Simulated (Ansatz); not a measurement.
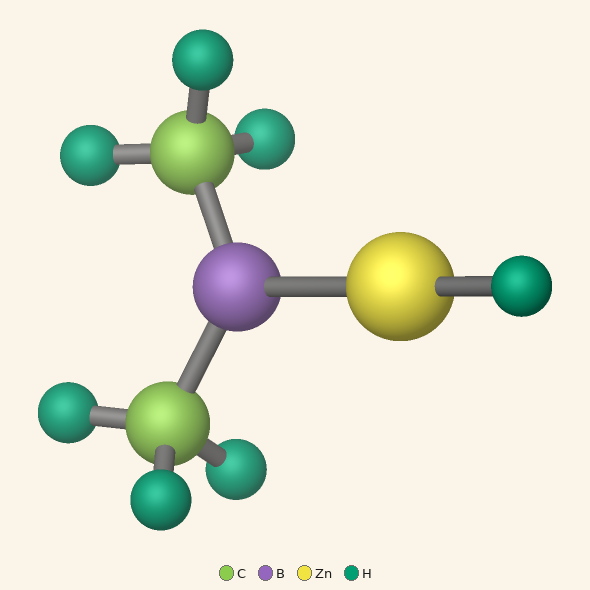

Ball-and-stick drawing of a structure. Every bond is drawn as one stick, whatever its order.

The geometry was computed by an optimisation with PBE0-D4/def2-TZVP.

Description:

The molecule is C₂H₇BZn. As SMILES it reads `C[B](C)[ZnH]`. The point group is Cs. Coordination: 2 C tetrahedral; 1 B trigonal planar; 1 Zn linear.

More results for the same structure follow; atom numbers are the same in all pictures, views and colours differ.

### Shape

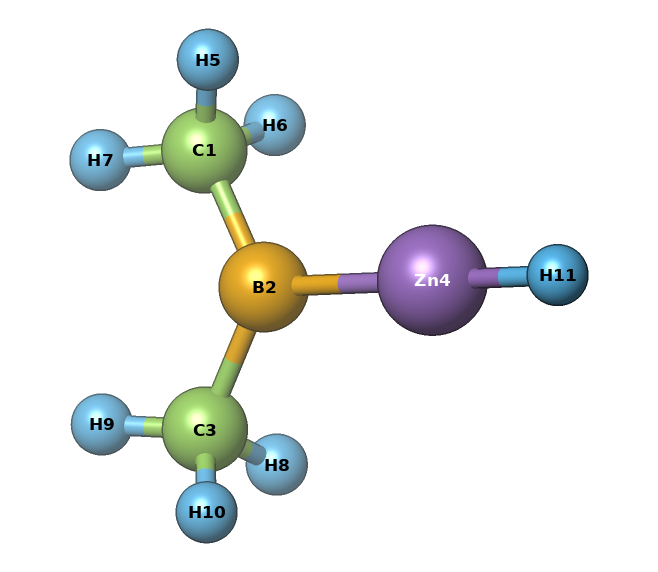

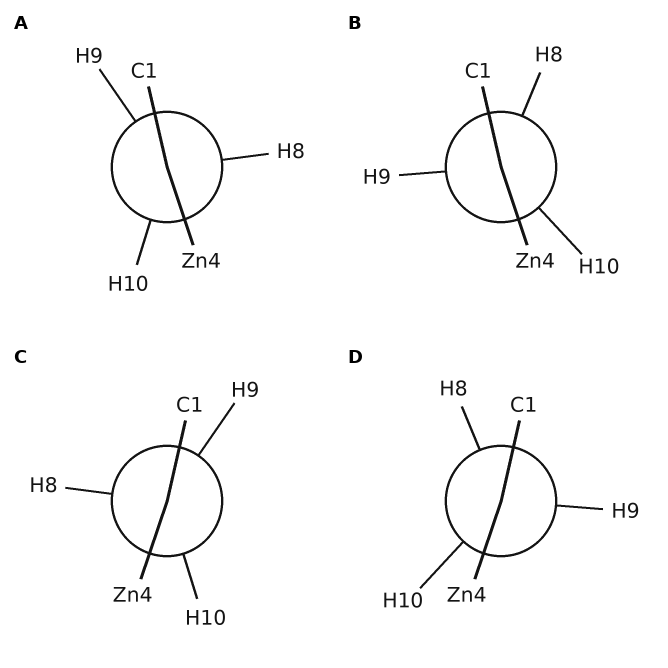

Atoms fade into the background with distance from the viewer. Bonds that would overlap in a projection are set slightly apart.

Question: Which Newman projection shows the view along B2–C3, with B2 in front?

Answer: A. The torsion angle Zn4–B2–C3–H8 is −79°, synclinal (gauche).

### Vibrations

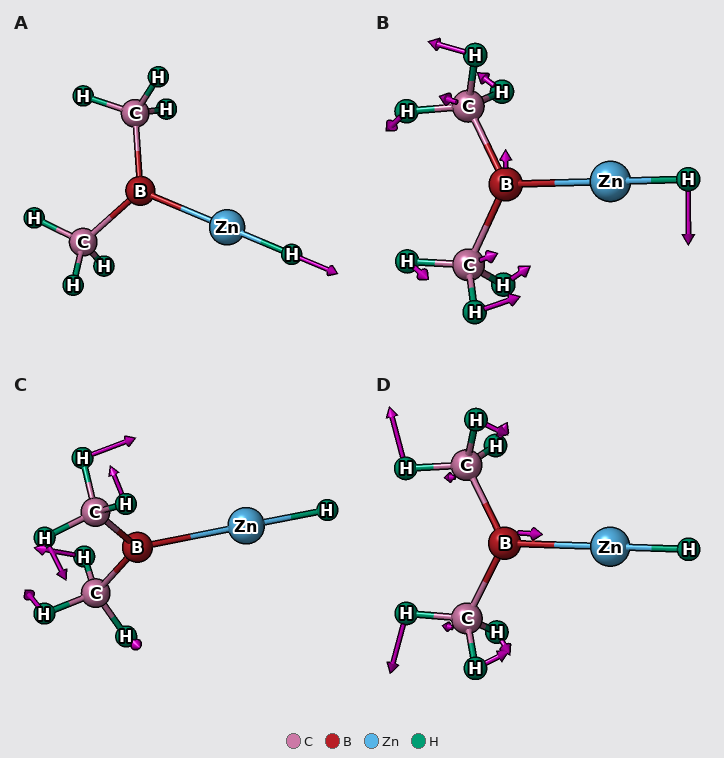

4 normal modes of one molecule or complex, as arrows. Harmonic vibrations computed with RKS PBE0-D4/def2-TZVP (Ansatz 0.2.0) at a stationary point of the same level.

Question: Match the panels to the wavenumbers 149 cm⁻¹, 1077 cm⁻¹, 1415 cm⁻¹, 1816 cm⁻¹.

Answer: A: 1816 cm⁻¹, Zn–H stretching
B: 149 cm⁻¹
C: 1415 cm⁻¹, H–C–H bending
D: 1077 cm⁻¹

### Dipole moment

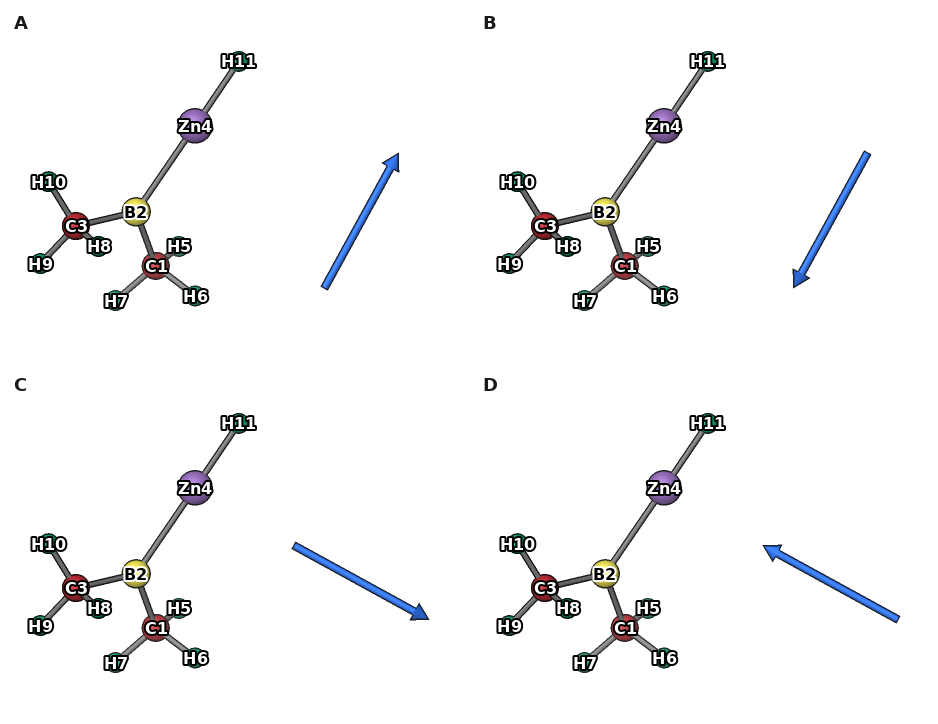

The same molecule four times, each with an arrow. Method: RKS ωB97M-V/def2-TZVPP (Ansatz 0.2.0).

Question: Which arrow points along the dipole moment, from the negative to the positive end?

Answer: B. The dipole moment is 1.35 D; it points from the side of H11 to the side of H7, H9 (the outermost atoms at the two ends).

### Charges

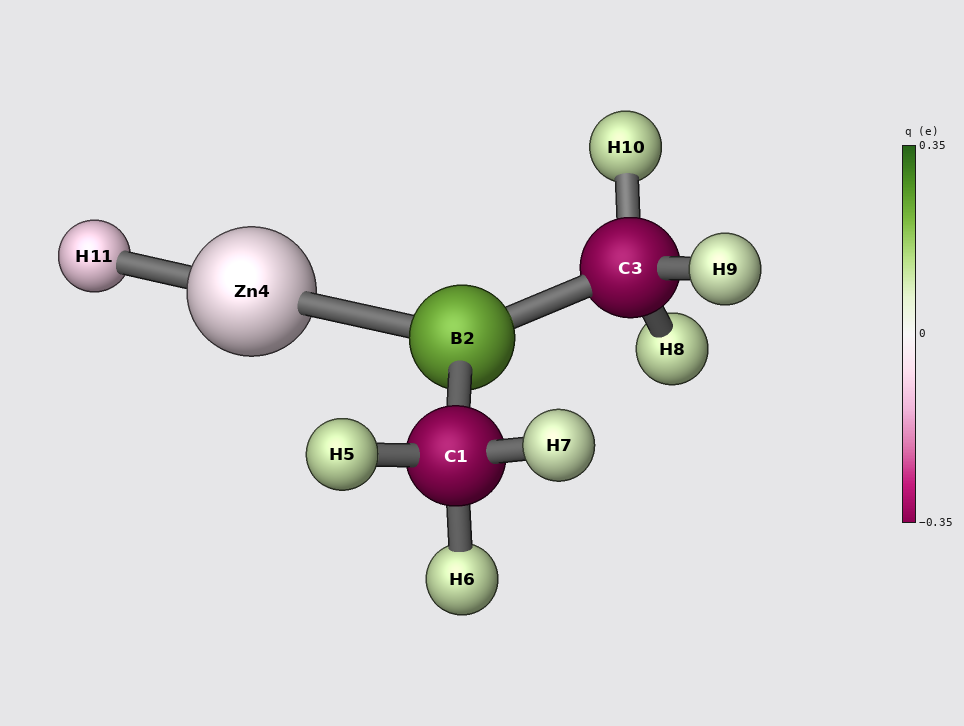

Atoms are coloured by their Mulliken charges. Method: RKS PBE-D4/def2-TZVPP (Ansatz 0.2.0).

Question: Which atom carries the highest charge (most positive or least negative)?

Answer: B2 (0.23 e).

Question: And the lowest?

Answer: C1, C3 (−0.34 e).

List the Mulliken charges.

| atom | value (e) |
| --- | --- |
| C1 | −0.34 |
| B2 | 0.23 |
| C3 | −0.34 |
| Zn4 | −0.05 |
| H5 | 0.10 |
| H6 | 0.10 |
| H7 | 0.09 |
| H8 | 0.10 |
| H9 | 0.09 |
| H10 | 0.10 |
| H11 | −0.09 |

Mulliken values depend strongly on the basis set and can even reverse the polarity of a bond.
